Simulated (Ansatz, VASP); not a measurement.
# SnGe2: VASP beside Ansatz

Wanted: the spread between two codes on one cell, functional and k mesh. The cell is generated by rule, not measured, and may not be a known phase. The cell comes out of the VASP series on this material, whose earlier steps may have relaxed, scaled or displaced it; both programs get it as it stands.

Main program and level: Ansatz 0.2.0; plane waves, with VASP 6.6.1 beside it; band structure at PBEsol, spin-orbit coupling.

The structure was built from a prototype and need not be the compound's stable phase.

### Step 1. The structure

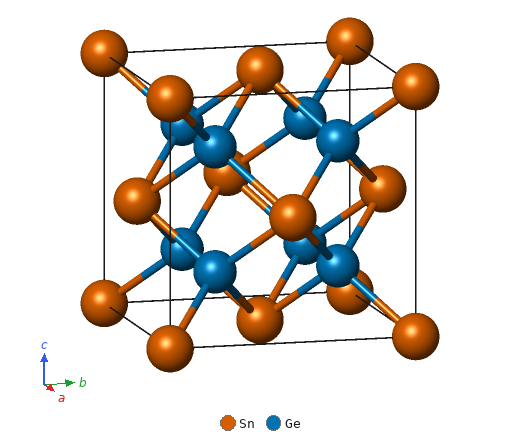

The starting structure, seen slightly off an axis (tin orange, germanium blue). This picture shows the conventional cell, with its axes. Some periodic images of atoms are drawn too.

### Step 2. Ansatz: band structure, PBEsol, spin-orbit coupling

Ansatz runs on its fully relativistic PAW (standard-fr) files.

Levels along a path test the potential and the projectors away from the mesh points.

input.yaml reads:

```yaml
crystal:
  lattice:
    - [0.0, 3.11607, 3.11607]
    - [3.11607, 0.0, 3.11607]
    - [3.11607, 3.11607, 0.0]
  atoms:
    - { symbol: Sn, position: [0.0, 0.0, 0.0] }
    - { symbol: Ge, position: [0.25, 0.25, 0.25] }
    - { symbol: Ge, position: [0.75, 0.75, 0.75] }
hamiltonian:
  xc: pbesol
  pseudopotentials: { kind: paw_fr }
magnetization:
  noncollinear: true
  spin_orbit: true
kpoints:
  mp_grid: { grid: [8, 8, 8] }
  band_path:
    path:
      - [0.0, 0.0, 0.0]
      - [0.16667, 0.0, 0.16667]
      - [0.33333, 0.0, 0.33333]
      - [0.5, 0.0, 0.5]
      - [0.5, 0.08333, 0.58333]
      - [0.5, 0.18333, 0.68333]
      - [0.5, 0.25, 0.75]
      - [0.45, 0.3, 0.75]
      - [0.40833, 0.34167, 0.75]
      - [0.35, 0.35, 0.7]
      - [0.225, 0.225, 0.45]
      - [0.075, 0.075, 0.15]
      - [0.03333, 0.03333, 0.03333]
      - [0.23333, 0.23333, 0.23333]
      - [0.4, 0.4, 0.4]
      - [0.51667, 0.46667, 0.51667]
      - [0.55833, 0.38333, 0.55833]
      - [0.60833, 0.28333, 0.60833]
      - [0.60833, 0.25, 0.64167]
      - [0.55833, 0.25, 0.69167]
      - [0.51667, 0.25, 0.73333]
      - [0.5, 0.3, 0.7]
      - [0.5, 0.38333, 0.61667]
      - [0.5, 0.48333, 0.51667]
      - [0.475, 0.475, 0.55]
      - [0.425, 0.425, 0.65]
      - [0.38333, 0.38333, 0.73333]
      - [0.59167, 0.18333, 0.59167]
      - [0.55, 0.1, 0.55]
      - [0.5, 0.0, 0.5]
    npoints: 1
scf:
  occupations: { method: gaussian, width: 0.02 }
  n_extra_bands: 14
output:
  forces: true
  stress: true
  eigenvalues: true
```

Launch:

```
ansatz run input.yaml --threads 2 --pin off --max-ram 4608MiB --backend cpu --events-out ev --progress --plain --runs-dir out
```

Numbers of over 12 decimals in the logs are rounded to 6 here.

Log:

```text
scf.n_extra_bands = 14 over 42 filled bands (N_el = 42.0): the run solves 56 bands
Engine: ansatz 0.2.0, aarch64-unknown-linux-gnu
Pseudopotentials: kind: paw_fr
Pseudopotential: Sn, paw_fr, valence charge 14, recommended cutoff 420 eV (normal), Sn.paw.azcp#standard-fr
Pseudopotential: Ge, paw_fr, valence charge 14, recommended cutoff 420 eV (normal), Ge.paw.azcp#standard-fr
Functional definition: PBEsol
  exchange = pbesol_x
  correlation = pbesol_c
non-collinear run that drives no moment, with spin-orbit: no starting moment large enough to seed its density (crystal.atoms[].spin), no starting occupations that ask for one, no magnetisation constraint and no magnetic field, so the semilocal B_xc is pinned to zero
Crystal: 3 atoms, lattice volume = 60.513 Å³
Basis set: ecut = 420 eV, 1243 PW (Γ), exchange–correlation on 60×60×60 points (8 copies of the dense FFT grid, shifted against one another)
Bands: 56, of which v1, the nominal top of the filled ones, is band 42 counted from 1 (41 counted from 0)
Symmetry: 48 space group operations + 48 with time reversal
Magnetic group: BNS 225.117 (UNI 1619), of the structure as read, at distance tolerance 3.9e-5 Å
k-points: 29 of 512
Projection manifold: j_resolved (fully-relativistic pseudo-atomic orbitals)
Non-local potential: Sn, projectors of the file, l = 0: 2, l = 1: 4, l = 2: 4, l = 3: 4
Non-local potential: Ge, projectors of the file, l = 0: 2, l = 1: 4, l = 2: 6, l = 3: 2
PAW form: soft (Blöchl's): semilocal exchange-correlation on the pseudo side does not see the compensation charge
PAW frozen core: Sn, regenerated for the run's functional, and the local potential with it (the file was generated under x = pbe(κ = 0.804, μ = 0.219515), c = pbe(β = 0.066725))
PAW frozen core: Ge, regenerated for the run's functional, and the local potential with it (the file was generated under x = pbe(κ = 0.804, μ = 0.219515), c = pbe(β = 0.066725))
PAW one-centre angular grid: Sn, 590 points (default); XC on 64 Gauss nodes
PAW one-centre angular grid: Ge, 590 points (default); XC on 64 Gauss nodes
Initial density: superposition of atomic densities (chi_scale 0.1, normalization cell, long waves kept (reshape's long-wave potential 0.00 eV rms))
Initial wavefunctions: pseudopotential atomic-orbital guess
Functional: x = pbesol(κ = 0.804, μ = 0.123457), c = pbesol(β = 0.046)
SCF iter   1: F=—  HF=-14457.428881 eV  |F-HF|=—  |Δ(HF+E_count)|=         —  Δρ=2.00e-2  dr2=2.11e-1  dr2_m=0.00e0 (ungated)  ethr=3.10e-3  |M|=0.00e0 ∫|m|=0.00e0 μB  |m|>n=0.0e0 m-floor=0.0e0 τ_xc=0.0e0  β_m=0.30  ⟨swp⟩=6.1  Hψ=3632  notcnv=0  defer=42
preconditioner: auto → none  [insulator: Δε(μ)=0.053 eV  Ē_g=22.978 eV  σ=0.020 eV  W_gap=0.80  n_scr=14 (ndim 8)  ℏωp=30.9 eV  f_vac=0.005  D(μ)=8.14/eV (n_scr^D=112)  ε∞_Penn≈2.8]
SCF iter   2: F=—  HF=-14457.394264 eV  |F-HF|=—  |Δ(HF+E_count)|=   3.46e-2  Δρ=1.34e-2  dr2=8.92e-2  dr2_m=0.00e0 (ungated)  ethr=5.03e-4  |M|=0.00e0 ∫|m|=0.00e0 μB  |m|>n=0.0e0 m-floor=0.0e0 τ_xc=0.0e0  β_m=0.57  ⟨swp⟩=2.0  Hψ=1044  notcnv=0  defer=182
SCF iter   3: F=—  HF=-14457.380226 eV  |F-HF|=—  |Δ(HF+E_count)|=   1.40e-2  Δρ=1.93e-3  dr2=9.46e-4  dr2_m=0.00e0 (ungated)  ethr=2.12e-4  |M|=0.00e0 ∫|m|=0.00e0 μB  |m|>n=0.0e0 m-floor=0.0e0 τ_xc=0.0e0  β_m=0.70  ⟨swp⟩=3.0  Hψ=1435  notcnv=0  defer=186
SCF iter   4: F=—  HF=-14457.380297 eV  |F-HF|=—  |Δ(HF+E_count)|=   7.10e-5  Δρ=4.51e-4  dr2=1.16e-4  dr2_m=0.00e0 (ungated)  ethr=2.25e-6  |M|=0.00e0 ∫|m|=0.00e0 μB  |m|>n=0.0e0 m-floor=0.0e0 τ_xc=0.0e0  β_m=0.64  ⟨swp⟩=2.0  Hψ=1392  notcnv=0  defer=186
SCF iter   5: F=—  HF=-14457.380179 eV  |F-HF|=—  |Δ(HF+E_count)|=   1.18e-4  Δρ=1.55e-4  dr2=6.29e-6  dr2_m=0.00e0 (ungated)  ethr=2.77e-7  |M|=0.00e0 ∫|m|=0.00e0 μB  |m|>n=0.0e0 m-floor=0.0e0 τ_xc=0.0e0  β_m=0.64  ⟨swp⟩=2.0  Hψ=1338  notcnv=0  defer=186
SCF iter   6: F=—  HF=-14457.380178 eV  |F-HF|=—  |Δ(HF+E_count)|=   6.55e-7  Δρ=4.58e-5  dr2=8.82e-7  dr2_m=0.00e0 (ungated)  ethr=1.50e-8  |M|=0.00e0 ∫|m|=0.00e0 μB  |m|>n=0.0e0 m-floor=0.0e0 τ_xc=0.0e0  β_m=0.62  ⟨swp⟩=2.0  Hψ=1338  notcnv=0  defer=186
SCF iter   7: F=-14457.380178 eV  HF=-14457.380178 eV  |F-HF|=1.70e-8  |Δ(HF+E_count)|=   2.11e-7  Δρ=4.73e-6  dr2=1.12e-8  dr2_m=0.00e0 (ungated)  ethr=2.38e-10  |M|=0.00e0 ∫|m|=0.00e0 μB  |m|>n=0.0e0 m-floor=0.0e0 τ_xc=0.0e0  ⟨swp⟩=8.7  Hψ=3788  notcnv=0
SCF 1 converged in 7 iterations: F = -14457.380178 eV  dr2 = 1.12e-8
  greatest PAW one-centre occupation: 0.998 electrons in one spin orbital (limit 2), on the Ge atom at site 1 (counted from 0), in its partial waves of l = 2
NSCF: frozen V_eff on 30 k-points
SCF converged after 7 iterations
Magnetization: |M| = 0.0000 μB,  M = (+0.0000, +0.0000, +0.0000) μB
Absolute magnetization: 0.0000 μB (∫|m|)
  site 0: m = (+0.0000, +0.0000, +0.0000) μB, |m| = 0.0000 μB  (R = 1.11 Å)
  site 1: m = (+0.0000, +0.0000, +0.0000) μB, |m| = 0.0000 μB  (R = 1.11 Å)
  site 2: m = (+0.0000, +0.0000, +0.0000) μB, |m| = 0.0000 μB  (R = 1.11 Å)
Free energy (F): -14457.380178 eV
Harris-Foulkes:  -14457.380178 eV  (|F-HF|=1.70e-8)
Internal energy: -14457.379489 eV  (E = F + TS)
E sigma→0 (E₀):  -14457.379834 eV
Entropy (-TS):   -0.000689 eV (-0.230 meV/atom)
Fermi energy:    12.068342 eV
--- Per-component energies (eV) ---
  E_band       = -278.783191
  E_kinetic    = 416.946038
  E_local      = -5288.407150  (includes V_loc(G=0)·N_el)
  E_nonlocal   = 805.444214
  E_hartree    = 2494.786628
  E_xc         = -533.388487
  E_vxc        = -231.447640  (∫ρ·V_xc dr)
  E_paw        = -8020.547946  (= ΣΔE_a)
  E_vpaw       = -970.890822  (= ΣTr[D̂ρ^β])
  E_aug_tail   = 0.000583  (compensation charges beyond the density's cutoff)
  E_ewald      = -4334.343787
  E_core_change = 2.130418  (= ΣΔE_core)
  E_smearing   = -0.000689  (= −TS)
  E_closure    = 0.000000  (closes the sum)
  Σ components = -14457.380178   (vs F -14457.380178, Δ=0.00e0)
--- Forces (eV/Å), atoms counted from 1 ---
  atom   1  Sn    -0.00000000     0.00000000     0.00000000
  atom   2  Ge     0.00000000    -0.00000000     0.00000000
  atom   3  Ge     0.00000000    -0.00000000     0.00000000
  max |Σ_I F_I| component: 9.25e-18 eV/Å
--- Stress (GPa, compression-positive) ---
       17.096626       0.000000      -0.000000
       -0.000000      17.096626       0.000000
        0.000000       0.000000      17.096626
  P = ⅓ Tr σ = 17.0966 GPa (170.966 kbar)
--- Band table (eV; the first three rows and the last of 29) ---
  k-point 0: bands = [... 38 lower, 10.4552, 10.4552, 10.7292, 10.7292, 11.3211, 11.3211, 11.3211, 11.3211, ... 10 higher]
  k-point 1: bands = [... 38 lower, 10.0300, 10.0300, 11.1472, 11.1472, 11.4060, 11.4060, 11.6889, 11.6889, ... 10 higher]
  k-point 2: bands = [... 38 lower, 9.5211, 9.5211, 11.4197, 11.4197, 11.5902, 11.5902, 11.7633, 11.7633, ... 10 higher]
  k-point 28: bands = [... 38 lower, 10.8237, 10.8237, 10.9139, 10.9139, 13.5373, 13.5373, 14.7000, 14.7000, ... 10 higher]
```

The job ended after 19 s (2 threads of Arm Neoverse V1, shared host; peak memory 0.59 GiB; 37 s of CPU time).

In the SCF lines HF is the Harris–Foulkes energy and dr2 the Hartree energy of the density residual, in eV; the loop may stop once dr2 is under the threshold and the program's other checks hold. Hψ counts applications of the Hamiltonian.

### Step 3. VASP: band structure, PBEsol, spin-orbit coupling

The same cell, functional, mesh and smearing now go to VASP, with its own data sets and cutoff.

Lines of VASP's logs that name or quote its potential files are left out, and so is its time.

INCAR reads:

```
SYSTEM = SnGe2
PREC = Accurate
ENCUT = 410
EDIFF = 1E-06
NELM = 100
ISMEAR = 0
SIGMA = 0.02
LREAL = .FALSE.
ALGO = Normal
GGA = PS
LNONCOLLINEAR = .TRUE.
MAGMOM = 0 0 0 0 0 0 0 0 0
NBANDS = 54
GGA_COMPAT = .FALSE.
LASPH = .TRUE.
LSORBIT = .TRUE.
LORBIT = 11
LWAVE = .FALSE.
LCHARG = .FALSE.
KPAR = 4
ISIF = 2
```

POSCAR reads:

```
SnGe2
1.0
    0.0000000000      3.1160700000      3.1160700000
    3.1160700000      0.0000000000      3.1160700000
    3.1160700000      3.1160700000      0.0000000000
Sn Ge
1 2
Direct
    0.0000000000      0.0000000000      0.0000000000
    0.2500000000      0.2500000000      0.2500000000
    0.7500000000      0.7500000000      0.7500000000
```

KPOINTS reads:

```
Automatic mesh
0
Gamma
8 8 8
0 0 0
```

KPOINTS_OPT reads:

```
Line mode
16
Line-mode
Reciprocal
  0.00000000   0.00000000   0.00000000 GAMMA
  0.50000000   0.00000000   0.50000000 X

  0.50000000   0.00000000   0.50000000 X
  0.50000000   0.25000000   0.75000000 W

  0.50000000   0.25000000   0.75000000 W
  0.37500000   0.37500000   0.75000000 K

  0.37500000   0.37500000   0.75000000 K
  0.00000000   0.00000000   0.00000000 GAMMA

  0.00000000   0.00000000   0.00000000 GAMMA
  0.50000000   0.50000000   0.50000000 L

  0.50000000   0.50000000   0.50000000 L
  0.62500000   0.25000000   0.62500000 U

  0.62500000   0.25000000   0.62500000 U
  0.50000000   0.25000000   0.75000000 W

  0.50000000   0.25000000   0.75000000 W
  0.50000000   0.50000000   0.50000000 L

  0.50000000   0.50000000   0.50000000 L
  0.37500000   0.37500000   0.75000000 K

  0.62500000   0.25000000   0.62500000 U
  0.50000000   0.00000000   0.50000000 X
```

PAW data sets: Sn_d and Ge_d (PBE family, release 64).

Launch:

```
mpirun -np 4 vasp_ncl
```

Log:

```text
[banner, memory and clock lines left out]
running    4 mpi-ranks, on    1 nodes
 distrk:  each k-point on    1 cores,    4 groups
 distr:  one band on    1 cores,    1 groups

 POSCAR found type information on POSCAR SnGe
 POSCAR found :  2 types and       3 ions
|                                                                             |
|               ----> ADVICE to this user running VASP <----                  |
|                                                                             |
|     You enforced a specific xc type in the INCAR file but a different       |
|     [... a line on the potential file left out ...]
|     I HOPE YOU KNOW WHAT YOU ARE DOING!                                     |
|                                                                             |

 LDA part: xc-table for (Slater+PW92), standard interpolation
 POSCAR, INCAR and KPOINTS ok, starting setup
 FFT: planning ... GRIDC
 FFT: planning ... GRID_SOFT
 FFT: planning ... GRID
 WAVECAR not read
 entering main loop
       N       E                     dE             d eps       ncg     rms          rms(c)
DAV:   1     0.439651777573E+03    0.43965E+03   -0.16907E+04  3780   0.352E+03
DAV:   2     0.844802498205E+02   -0.35517E+03   -0.34216E+03  3132   0.886E+02
DAV:   3    -0.523478885216E+01   -0.89715E+02   -0.87895E+02  3252   0.249E+02
DAV:   4    -0.124376103270E+02   -0.72028E+01   -0.71218E+01  3730   0.816E+01
DAV:   5    -0.126275705193E+02   -0.18996E+00   -0.18961E+00  3604   0.144E+01    0.401E+00
DAV:   6    -0.125510454213E+02    0.76525E-01   -0.11094E-01  4458   0.373E+00    0.214E+00
DAV:   7    -0.125144725866E+02    0.36573E-01   -0.31971E-02  3910   0.231E+00    0.992E-01
DAV:   8    -0.125130077826E+02    0.14648E-02   -0.44773E-03  3500   0.621E-01    0.116E-01
DAV:   9    -0.125126372341E+02    0.37055E-03   -0.68394E-04  3940   0.378E-01    0.380E-02
DAV:  10    -0.125126446149E+02   -0.73808E-05   -0.56915E-05  3542   0.891E-02    0.171E-02
DAV:  11    -0.125126465519E+02   -0.19369E-05   -0.62134E-06  3528   0.283E-02    0.300E-03
DAV:  12    -0.125126465303E+02    0.21556E-07   -0.13285E-06  2494   0.197E-02
   1 F= -.12512647E+02 E0= -.12512304E+02  d E =-.685943E-03  mag=    -0.0000     0.0000    -0.0000
 Start KPOINTS_OPT (optional k-point list driver)
k-point batch [1-29\160]
       N       E                     dE             ncg
DAV:   1     0.149326701958E+03   -0.23648E+05     3734
DAV:   2    -0.101593530384E+05   -0.10309E+05     3132
DAV:   3    -0.126390346123E+05   -0.24797E+04     3264
DAV:   4    -0.128304645880E+05   -0.19143E+03     3872
DAV:   5    -0.128355198669E+05   -0.50553E+01     3702
DAV:   6    -0.128357258397E+05   -0.20597E+00     4596
DAV:   7    -0.128357293131E+05   -0.34734E-02     3852
DAV:   8    -0.128357294326E+05   -0.11948E-03     4616
DAV:   9    -0.128357294340E+05   -0.14170E-05     2500
DAV:  10    -0.128357294342E+05   -0.21453E-06     2082
[...]
k-point batch [146-160\160]
       N       E                     dE             ncg
DAV:   1     0.155123953344E+05   -0.17814E+05     1890
DAV:   2     0.101611541867E+05   -0.53512E+04     1620
DAV:   3     0.887531555020E+04   -0.12858E+04     1674
DAV:   4     0.878268276087E+04   -0.92633E+02     1944
DAV:   5     0.878034837975E+04   -0.23344E+01     2048
DAV:   6     0.878025856261E+04   -0.89817E-01     2392
DAV:   7     0.878025645815E+04   -0.21045E-02     2120
DAV:   8     0.878025640575E+04   -0.52403E-04     2376
DAV:   9     0.878025640514E+04   -0.60128E-06     1370
```

(Part 1 of 2 ends here.)

[Lines on the potential files, build, host, timing and source positions are cut from VASP's logs without a mark.]

[Logs are printed without paths, hosts, clocks, repeated set-up lines and the standing remarks that a program may print on its own settings, such as how far it seeks lower states.]

[Hosts, paths, dates, database ids (printed as entryN), source tags and the programs' standing remarks are cut or masked in the printed files.]
